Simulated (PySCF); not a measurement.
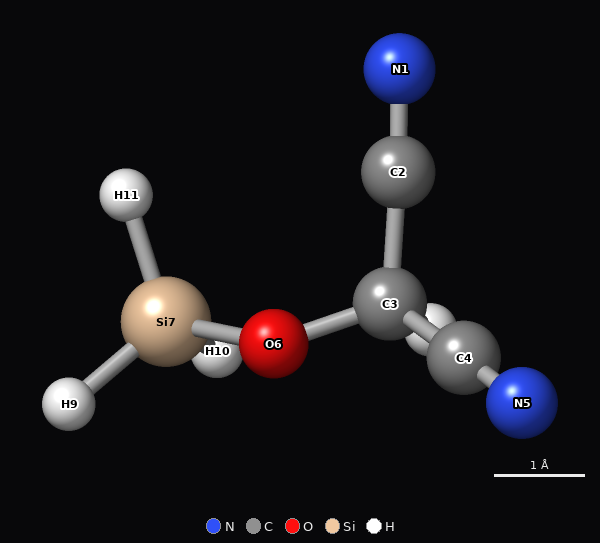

Fig. 1: The input geometry of run A (ball-and-stick view, seen at a tilt; atoms are numbered from 1 in the order of the input).

## C$_{3}$H$_{4}$N$_{2}$OSi: one change and its effect

System: C$_{3}$H$_{4}$N$_{2}$OSi, SMILES N#CC(C#N)O[SiH3].
Method of run A: GIAO WP04/pcSseg-1 NMR shielding, non-relativistic, gas phase (PySCF 2.14.0).

The geometry comes from this level: PBE0-D3(BJ)/def2-SVP. Text and figures count atoms from 1; the logs count them from 0 in places.

**Input file, run A**
```
{"job": {"kind": "nmr", "xc": "WP04", "basis": "pcSseg-1", "pop": false}, "charge": 0, "multiplicity": 1}
N     -1.201832     2.166803     1.154760
C     -1.087979     1.105191     0.712354
C     -0.840846    -0.248367     0.165862
C     -2.056637    -0.755558    -0.496119
N     -2.997777    -1.186683    -1.008329
O      0.219725    -0.272173    -0.722146
Si     1.840149    -0.021808    -0.298784
H     -0.662872    -0.909475     1.041240
H      2.617870    -0.470291    -1.478685
H      2.131931    -0.849410     0.910673
H      2.076119     1.416801     0.004713
```

The first line tells a small driver script what to run in PySCF; the rest is the geometry in Å.

Command:
```bash
OMP_NUM_THREADS=1 python <driver script> task.json out
```

Hardware: 1 CPU thread, shared host.

**Output (run A)**
```
coarse grid: 10576 points
cycle   1  E = -600.2719501647  dE =  9.460e-01  |g| = 1.227e+00  |ddm| = 3.254e+00
cycle   2  E = -598.8357062939  dE =  1.436e+00  |g| = 2.841e+00  |ddm| = 3.241e+00
cycle   3  E = -600.5026376829  dE = -1.667e+00  |g| = 4.887e-01  |ddm| = 2.621e+00
cycle   4  E = -600.5423776268  dE = -3.974e-02  |g| = 2.423e-01  |ddm| = 4.166e-01
cycle   5  E = -600.5536978364  dE = -1.132e-02  |g| = 4.182e-02  |ddm| = 1.912e-01
cycle   6  E = -600.5541066562  dE = -4.088e-04  |g| = 5.748e-03  |ddm| = 4.210e-02
cycle   7  E = -600.5541095535  dE = -2.897e-06  |g| = 4.314e-03  |ddm| = 6.076e-03
cycle   8  E = -600.5541131413  dE = -3.588e-06  |g| = 1.333e-03  |ddm| = 2.976e-03
final grid: 100232 points
cycle   9  E = -600.6251563831  dE = -2.226e-05  |g| = 6.866e-03  |ddm| = 2.559e-02
cycle  10  E = -600.6251309029  dE =  2.548e-05  |g| = 1.334e-02  |ddm| = 1.233e-02
cycle  11  E = -600.6251635067  dE = -3.260e-05  |g| = 2.808e-03  |ddm| = 8.964e-03
cycle  12  E = -600.6251651012  dE = -1.594e-06  |g| = 6.762e-04  |ddm| = 1.905e-03
cycle  13  E = -600.6251651909  dE = -8.968e-08  |g| = 1.152e-04  |ddm| = 5.546e-04
cycle  14  E = -600.6251651901  dE =  7.292e-10  |g| = 1.337e-04  |ddm| = 1.448e-04
cycle  15  E = -600.6251651937  dE = -3.577e-09  |g| = 3.078e-05  |ddm| = 8.630e-05
cycle  16  E = -600.6251651939  dE = -1.980e-10  |g| = 5.069e-06  |ddm| = 2.074e-05
converged SCF energy = -600.6251651939

GIAO shielding tensors (ppm)
atom      isotropic    diamagn.    paramagn.     s11        s22        s33       span
  0 N      -56.876     337.538    -394.414   -228.706   -219.852    277.929    506.635
  1 C       60.733     263.750    -203.017    -57.526    -52.874    292.599    350.124
  2 C      116.721     238.906    -122.186     97.470    101.219    151.473     54.002
  3 C       61.032     260.733    -199.701    -58.251    -52.025    293.373    351.623
  4 N      -53.365     337.055    -390.420   -224.056   -220.897    284.857    508.913
  5 O      290.004     399.042    -109.038    271.394    278.375    320.244     48.850
  6 Si     368.166     880.412    -512.246    333.569    341.367    429.562     95.993
  7 H       26.838      26.962      -0.125     24.604     25.669     30.240      5.636
  8 H       27.395      28.859      -1.464     24.183     25.697     32.306      8.123
  9 H       27.512      29.577      -2.065     24.649     25.901     31.986      7.337
 10 H       27.194      29.862      -2.668     24.085     26.085     31.413      7.328
```

For run B the input was changed thus:
```diff
-"xc": "WP04"
+"xc": "LC-wPBE"
```

How does run B compare with run A?

The total energies belong to different methods, so their difference says nothing on which is more stable or more accurate. The HOMO goes from −10.78 to −12.40 eV. The LUMO goes from −3.53 to 0.92 eV. The dipole moment goes from 4.44 to 4.39 D. Of all shieldings, the largest change is that of O6, by +33.7 ppm. The functional changes from WP04 to LC-wPBE. Exact exchange removes part of the self-interaction error of semilocal functionals, which pushes filled and empty levels apart. The SCF takes 14 iterations against 16.

**Output (run B)**
```
coarse grid: 10576 points
cycle   1  E = -590.2555368820  dE =  1.050e+00  |g| = 1.041e+00  |ddm| = 3.142e+00
cycle   2  E = -590.0453442480  dE =  2.102e-01  |g| = 1.541e+00  |ddm| = 1.618e+00
cycle   3  E = -590.4952735154  dE = -4.499e-01  |g| = 1.349e-01  |ddm| = 9.727e-01
cycle   4  E = -590.4976566124  dE = -2.383e-03  |g| = 8.757e-02  |ddm| = 1.249e-01
cycle   5  E = -590.4990797443  dE = -1.423e-03  |g| = 1.429e-02  |ddm| = 7.589e-02
cycle   6  E = -590.4991295036  dE = -4.976e-05  |g| = 3.674e-03  |ddm| = 1.972e-02
cycle   7  E = -590.4991340579  dE = -4.554e-06  |g| = 1.088e-03  |ddm| = 7.835e-03
final grid: 100232 points
cycle   8  E = -590.5618821803  dE = -3.367e-05  |g| = 4.949e-03  |ddm| = 2.736e-02
cycle   9  E = -590.5618821989  dE = -1.860e-08  |g| = 4.472e-03  |ddm| = 5.810e-03
cycle  10  E = -590.5618855355  dE = -3.337e-06  |g| = 1.128e-03  |ddm| = 2.917e-03
cycle  11  E = -590.5618855229  dE =  1.263e-08  |g| = 3.108e-04  |ddm| = 8.405e-04
cycle  12  E = -590.5618855423  dE = -1.943e-08  |g| = 1.668e-04  |ddm| = 2.987e-04
cycle  13  E = -590.5618855483  dE = -5.972e-09  |g| = 1.830e-05  |ddm| = 1.863e-04
cycle  14  E = -590.5618855484  dE = -1.437e-10  |g| = 1.345e-05  |ddm| = 4.933e-05
converged SCF energy = -590.5618855484

GIAO shielding tensors (ppm)
atom      isotropic    diamagn.    paramagn.     s11        s22        s33       span
  0 N      -53.746     337.462    -391.208   -225.776   -214.305    278.842    504.618
  1 C       67.159     263.064    -195.906    -49.183    -45.903    296.562    345.744
  2 C      136.782     236.901    -100.119    117.446    120.210    172.691     55.244
  3 C       66.935     259.925    -192.990    -50.839    -45.215    296.858    347.697
  4 N      -49.294     337.206    -386.499   -219.290   -214.280    285.689    504.979
  5 O      323.745     396.151     -72.406    294.617    318.101    358.517     63.900
  6 Si     375.414     878.325    -502.911    330.966    338.837    456.440    125.474
  7 H       26.815      26.638       0.177     24.350     25.520     30.575      6.225
  8 H       26.483      28.180      -1.697     23.175     24.737     31.537      8.362
  9 H       26.672      28.690      -2.018     23.734     24.987     31.295      7.561
 10 H       26.365      28.990      -2.625     23.159     25.188     30.748      7.589
```

**The two runs side by side**

| quantity | run A | run B |
| --- | --- | --- |
| outcome | converged | converged |
| total energy (hartree) | −600.625165 | −590.561886 |
| HOMO (eV) | −10.78 | −12.40 |
| LUMO (eV) | −3.53 | 0.92 |
| dipole moment (D) | 4.44 | 4.39 |
| shielding of N1 (ppm) | −56.9 | −53.7 |
| shielding of C2 (ppm) | 60.7 | 67.2 |
| shielding of C3 (ppm) | 116.7 | 136.8 |
| shielding of C4 (ppm) | 61.0 | 66.9 |
| shielding of N5 (ppm) | −53.4 | −49.3 |
| shielding of O6 (ppm) | 290.0 | 323.7 |
| shielding of Si7 (ppm) | 368.2 | 375.4 |
| SCF iterations | 16 | 14 |
| basis functions | 146 | 146 |
| wall time (shared host) | 15 s | 21 s |
